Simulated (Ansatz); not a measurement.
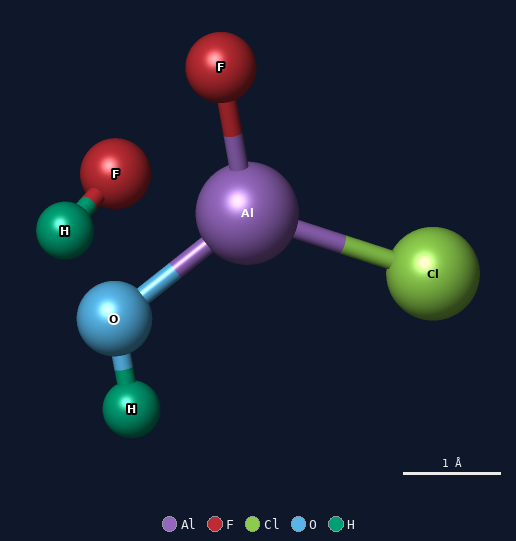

*The input geometry (ball-and-stick view, seen at a tilt). Sticks mark near contacts.*

Bond lengths as drawn: Al–Cl 2.09 Å, Al–F 1.67 Å, Al–O 1.76 Å, F–H 0.94 Å and H–O 0.97 Å.

**AlH₂ClOF₂: geometry relaxation (part 1 of 2)**

AlH₂ClOF₂, computed with RKS PBE-D4/def2-SVP (Ansatz 0.2.0).

It belongs to a series of runs on one base structure; here: end point B relaxed.

### The input
```yaml
crystal:
  periodic: [false, false, false]
  atoms:
    - { symbol: Al, position_ang: [-0.075403, -0.485058, -0.525155] }
    - { symbol: F, position_ang: [-0.156679, -0.089957, 2.321527] }
    - { symbol: F, position_ang: [1.386935, 0.260223, -0.807009] }
    - { symbol: Cl, position_ang: [-1.861675, 0.326698, -1.242663] }
    - { symbol: O, position_ang: [-0.019078, -2.061633, 0.245014] }
    - { symbol: H, position_ang: [-0.830469, -2.596568, 0.234854] }
    - { symbol: H, position_ang: [-0.008731, -1.001504, 2.174332] }
basis:
  gaussian: { orbitals: def2-SVP }
hamiltonian:
  xc: pbe
  dispersion: d4
relax:
  f_tol: 0.03
  max_steps: 50
output:
  orbitals: {}
```

Run on 2 threads of Intel Xeon @ 2.50GHz (Skylake/Cascade Lake), 189 GiB of memory available, shared host.

Run as:
```bash
ansatz run input.yaml --threads 2 --pin off --max-ram 3072MiB --backend cpu --events-out ev --progress --plain --runs-dir out
```

### Log
```
The last accepted step is kept in [file] (removed where the run ends without a failure and the disk answers)
Engine: ansatz 0.2.0, x86_64-unknown-linux-gnu
Functional definition: PBE
  parameter kappa = 0.804
  parameter beta = 0.06672455060314922
  exchange = pbe_x(kappa = kappa, mu = beta*pi^2/3)
  correlation = pbe_c(beta = beta)
943 factors; their error is unknown
mean field evaluation 1: about -26601.3875 eV, gradient 7.3e1 eV
mean field evaluation 2: about -26550.2002 eV, gradient 1.7e2 eV
mean field evaluation 4: about -26610.0045 eV, gradient 1.4e1 eV
mean field evaluation 8: about -26610.3007 eV, gradient 8.6e-2 eV
mean field evaluation 16: about -26610.2507 eV, gradient 3.3e-5 eV
mean field -26610.25069191 eV, -977.9086758520 hartree, gradient 3.3e-5 eV, S^2 0.000000; 0 other end points of the search recorded, 0 dependent functions left out
the calculation of the forces begins
reference -26610.25072927 eV, -977.9086772250 hartree; 29, 29 occupied and 59, 59 virtual orbitals, 943 factors
relax step   1: F+E_penalty+E_count = -26610.38097076 eV  Δ(F+E_penalty+E_count) = +0.000e0 eV  max|allowed force component| = 7.733e-1 eV/Å  Δτ_max = 0.0000 Å  (26 SCF iters, accepted)
these checks for a lower state are left out or cut short: starts, cluster_reference, orbital_swaps, neighbouring_geometries, increment
943 factors; their error is unknown
mean field -26610.45955612 eV, -977.9163514702 hartree, gradient 2.1e-5 eV, S^2 0.000000; 0 other end points of the search recorded, 0 dependent functions left out
[... from here on the field's lines of each further geometry are left out, up to the last ...]
relax step   2: F+E_penalty+E_count = -26610.58966211 eV  Δ(F+E_penalty+E_count) = -2.087e-1 eV  max|allowed force component| = 6.390e-1 eV/Å  Δτ_max = 0.1985 Å  (29 SCF iters, accepted)
relax step   3: F+E_penalty+E_count = -26610.78009120 eV  Δ(F+E_penalty+E_count) = -1.904e-1 eV  max|allowed force component| = 6.996e-1 eV/Å  Δτ_max = 0.1950 Å  (27 SCF iters, accepted)
relax step   4: F+E_penalty+E_count = -26610.99509913 eV  Δ(F+E_penalty+E_count) = -2.150e-1 eV  max|allowed force component| = 9.846e-1 eV/Å  Δτ_max = 0.1948 Å  (34 SCF iters, accepted)
relax step   5: F+E_penalty+E_count = -26611.06398454 eV  Δ(F+E_penalty+E_count) = -6.889e-2 eV  max|allowed force component| = 8.060e-1 eV/Å  Δτ_max = 0.1016 Å  (34 SCF iters, accepted)
relax step   6: F+E_penalty+E_count = -26611.10454645 eV  Δ(F+E_penalty+E_count) = -4.056e-2 eV  max|allowed force component| = 1.878e0 eV/Å  Δτ_max = 0.0873 Å  (28 SCF iters, accepted)
relax step   7: F+E_penalty+E_count = -26611.27440043 eV  Δ(F+E_penalty+E_count) = -1.699e-1 eV  max|allowed force component| = 1.244e0 eV/Å  Δτ_max = 0.1353 Å  (32 SCF iters, accepted)
relax step   8: F+E_penalty+E_count = -26611.34814431 eV  Δ(F+E_penalty+E_count) = -7.374e-2 eV  max|allowed force component| = 4.142e0 eV/Å  Δτ_max = 0.1941 Å  (30 SCF iters, accepted)
relax step   9: F+E_penalty+E_count = -26611.59134602 eV  Δ(F+E_penalty+E_count) = -2.432e-1 eV  max|allowed force component| = 9.282e-1 eV/Å  Δτ_max = 0.0643 Å  (28 SCF iters, accepted)
relax step  10: F+E_penalty+E_count = -26611.68206370 eV  Δ(F+E_penalty+E_count) = -9.072e-2 eV  max|allowed force component| = 1.472e0 eV/Å  Δτ_max = 0.2000 Å  (31 SCF iters, accepted)
relax step  11: F+E_penalty+E_count = -26611.79716574 eV  Δ(F+E_penalty+E_count) = -1.151e-1 eV  max|allowed force component| = 4.907e-1 eV/Å  Δτ_max = 0.0815 Å  (28 SCF iters, accepted)
relax step  12: F+E_penalty+E_count = -26611.82859241 eV  Δ(F+E_penalty+E_count) = -3.143e-2 eV  max|allowed force component| = 4.655e-1 eV/Å  Δτ_max = 0.1190 Å  (27 SCF iters, accepted)
relax step  13: F+E_penalty+E_count = -26611.84394457 eV  Δ(F+E_penalty+E_count) = -1.535e-2 eV  max|allowed force component| = 3.406e-1 eV/Å  Δτ_max = 0.0601 Å  (26 SCF iters, accepted)
relax step  14: F+E_penalty+E_count = -26611.85894030 eV  Δ(F+E_penalty+E_count) = -1.500e-2 eV  max|allowed force component| = 3.200e-1 eV/Å  Δτ_max = 0.1078 Å  (27 SCF iters, accepted)
relax step  15: F+E_penalty+E_count = -26611.86759317 eV  Δ(F+E_penalty+E_count) = -8.653e-3 eV  max|allowed force component| = 3.299e-1 eV/Å  Δτ_max = 0.0851 Å  (28 SCF iters, accepted)
relax step  16: F+E_penalty+E_count = -26611.87322210 eV  Δ(F+E_penalty+E_count) = -5.629e-3 eV  max|allowed force component| = 1.867e-1 eV/Å  Δτ_max = 0.0734 Å  (26 SCF iters, accepted)
relax step  17: F+E_penalty+E_count = -26611.87413304 eV  Δ(F+E_penalty+E_count) = -9.109e-4 eV  max|allowed force component| = 1.646e-1 eV/Å  Δτ_max = 0.0496 Å  (25 SCF iters, accepted)
relax step  18: F+E_penalty+E_count = -26611.87567346 eV  Δ(F+E_penalty+E_count) = -1.540e-3 eV  max|allowed force component| = 4.919e-2 eV/Å  Δτ_max = 0.0283 Å  (27 SCF iters, accepted)
the calculation of the forces begins
reference -26611.73982118 eV, -977.9634003432 hartree; 29, 29 occupied and 59, 59 virtual orbitals, 943 factors
relax step  19: F+E_penalty+E_count = -26611.87581801 eV  Δ(F+E_penalty+E_count) = -1.446e-4 eV  max|allowed force component| = 1.666e-2 eV/Å  Δτ_max = 0.0105 Å  (27 SCF iters, accepted)
943 factors; their error is unknown
mean field evaluation 160: about -26611.7398 eV, gradient 1.8e-2 eV
```

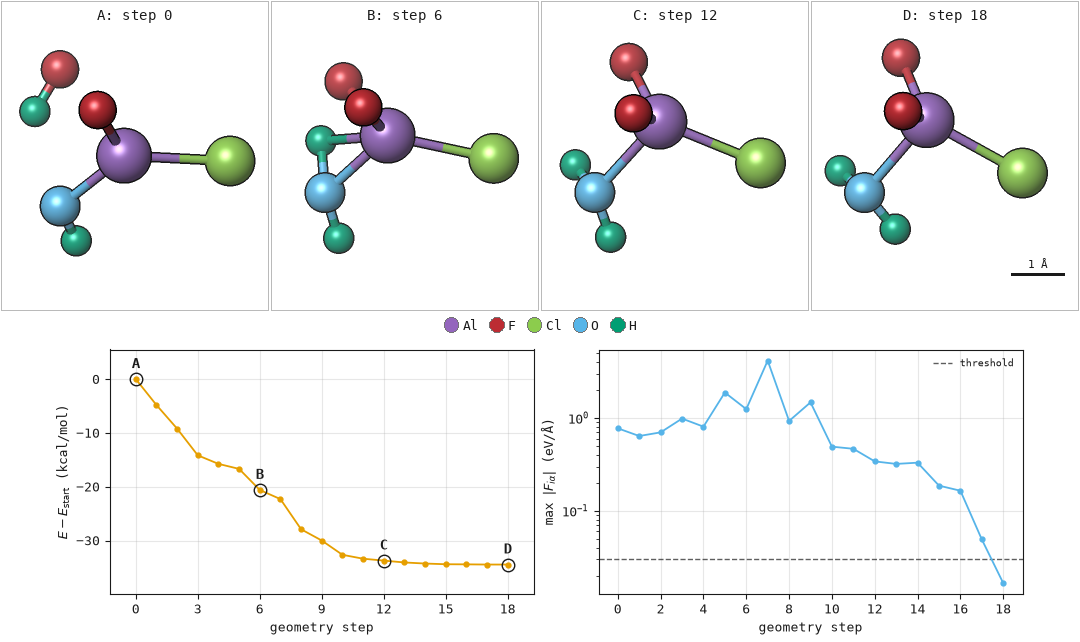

*Frames of the relaxation (ball-and-stick view, seen at a tilt) above the curves, on which the letters mark them (the first geometry is step 0 here and step 1 in the log).*

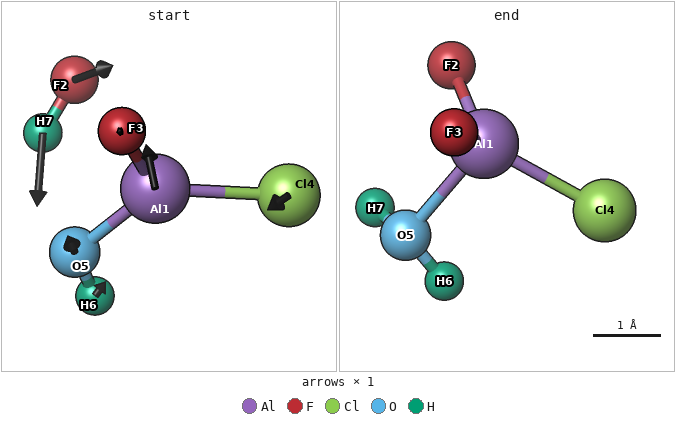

*Before (left) and after (right) the relaxation, at one scale (ball-and-stick view, seen at a tilt). The black arrows give the displacements, at true length.*

After 18 geometry steps the energy has fallen by 34.5 kcal/mol. The largest force component goes from 0.77 to 0.017 eV/Å. H7 moves most after the best rigid fit: 1.14 Å. Largest moves by element: H 1.14 Å, F 0.88 Å, Al 0.76 Å, Cl 0.45 Å, O 0.37 Å. Among the contacts that change: F2–H7 0.935 → 2.481 Å, O5–H7 2.201 → 0.981 Å, Al1–F2 2.875 → 1.684 Å, Al1–O5 1.756 → 1.972 Å. New bonds form: Al1–F2 (2.88 → 1.68 Å), O5–H7 (2.20 → 0.98 Å). Bonds break: F2–H7 (0.94 → 2.48 Å). Among the angles that change: Cl4–Al1–O5 121.8° → 96.3°, Al1–O5–H6 117.6° → 106.5°, F3–Al1–O5 116.6° → 106.3°. (Atoms are counted from 1 in the order of the input.)

```
mean field -26611.73978298 eV, -977.9633989394 hartree, gradient 2.0e-5 eV, S^2 0.000000; 1 other end points of the search recorded, 0 dependent functions left out
the calculation of the forces begins
reference -26611.73982118 eV, -977.9634003432 hartree; 29, 29 occupied and 59, 59 virtual orbitals, 943 factors
Total energy: -26611.87585621 eV, -977.9683995385 hartree
Atom 0 at     0.000663    -0.042043     0.101840 Å, force     0.002187     0.009936    -0.016662 eV/Å
Atom 1 at    -0.073994     0.480944     1.701001 Å, force     0.003540    -0.006493    -0.002287 eV/Å
Atom 2 at     1.434221     0.186003    -0.728567 Å, force    -0.003712     0.003253     0.005520 eV/Å
Atom 3 at    -1.807237    -0.018072    -1.018858 Å, force    -0.001365     0.002186    -0.000967 eV/Å
Atom 4 at    -0.066010    -1.954826     0.577853 Å, force    -0.003916    -0.002978     0.006493 eV/Å
Atom 5 at    -0.908328    -2.304724     0.212386 Å, force     0.006444     0.002832     0.004909 eV/Å
Atom 6 at    -0.144415    -1.995081     1.555244 Å, force    -0.003178    -0.008736     0.002995 eV/Å
Dipole moment:    -0.271960    -0.897494     0.390541 e Å
```

### Trajectory as extended XYZ (Å, eV, eV/Å), 19 frames, from step=1 to step=19
```
7
Properties=species:S:1:pos:R:3:forces:R:3 step=1 energy=-26610.38097
Al   -0.0754   -0.4851   -0.5252    0.0828  -0.5626   0.7713
F    -0.1567   -0.0900    2.3215   -0.0573   0.3965  -0.3702
F     1.3869    0.2602   -0.8070   -0.0402  -0.0083  -0.0010
Cl   -1.8617    0.3267   -1.2427   -0.0332   0.0132  -0.0339
O    -0.0191   -2.0616    0.2450    0.0017   0.7733  -0.0786
H    -0.8305   -2.5966    0.2349   -0.0393  -0.0263  -0.0111
H    -0.0087   -1.0015    2.1743    0.0857  -0.5859  -0.2765
7
Properties=species:S:1:pos:R:3:forces:R:3 step=2 energy=-26610.58966
Al   -0.0784   -0.4528   -0.4081    0.0778  -0.1215   0.6390
F    -0.1625   -0.1115    2.1243    0.0267   0.2791  -0.4237
F     1.3855    0.2562   -0.7759   -0.0494   0.0097   0.0586
Cl   -1.8535    0.3267   -1.2009   -0.0187   0.0030   0.0163
O    -0.0196   -2.0343    0.3201   -0.1382   0.1475   0.0834
H    -0.8207   -2.5858    0.2638    0.0922  -0.0019  -0.0144
H    -0.0160   -1.0464    2.0776    0.0095  -0.3159  -0.3591
7
Properties=species:S:1:pos:R:3:forces:R:3 step=3 energy=-26610.78009
Al   -0.0798   -0.4515   -0.2995    0.0839   0.3175   0.4268
F    -0.1191   -0.0697    1.9981   -0.0063   0.2544  -0.6996
F     1.3802    0.2569   -0.6821    0.0046  -0.0088   0.0263
Cl   -1.8479    0.3171   -1.1237   -0.0376  -0.0191   0.0265
O    -0.0217   -2.0642    0.3534   -0.1533   0.1306   0.3372
H    -0.8178   -2.6173    0.2655    0.0698  -0.0549  -0.0041
H    -0.0589   -1.0192    1.8894    0.0389  -0.6198  -0.1132
7
Properties=species:S:1:pos:R:3:forces:R:3 step=4 energy=-26610.99510
Al   -0.0805   -0.4225   -0.1978    0.1508   0.7896  -0.0481
F    -0.1029   -0.0809    1.8042   -0.0279   0.7509  -0.1837
F     1.3820    0.2640   -0.6200    0.0012  -0.0482  -0.0575
Cl   -1.8439    0.3156   -1.0686   -0.0373  -0.0492   0.0051
O    -0.0322   -2.0452    0.4373   -0.3400  -0.4602   0.3138
H    -0.8080   -2.6205    0.2905    0.2431   0.0018   0.0378
H    -0.0795   -1.0582    1.7551    0.0101  -0.9846  -0.0673
7
Properties=species:S:1:pos:R:3:forces:R:3 step=5 energy=-26611.06399
Al   -0.0736   -0.3780   -0.1331    0.2019   0.8060  -0.7917
F    -0.0860   -0.0783    1.7227   -0.0650   0.5176   0.6358
F     1.3943    0.2538   -0.6248   -0.0400  -0.0595  -0.0770
Cl   -1.8466    0.3047   -1.0391    0.0084  -0.0526   0.0107
O    -0.0509   -2.0199    0.5011    0.1364  -0.1800   0.4694
H    -0.7781   -2.6173    0.2922   -0.2611  -0.3973  -0.0287
H    -0.1242   -1.1128    1.6819    0.0194  -0.6341  -0.2186
```
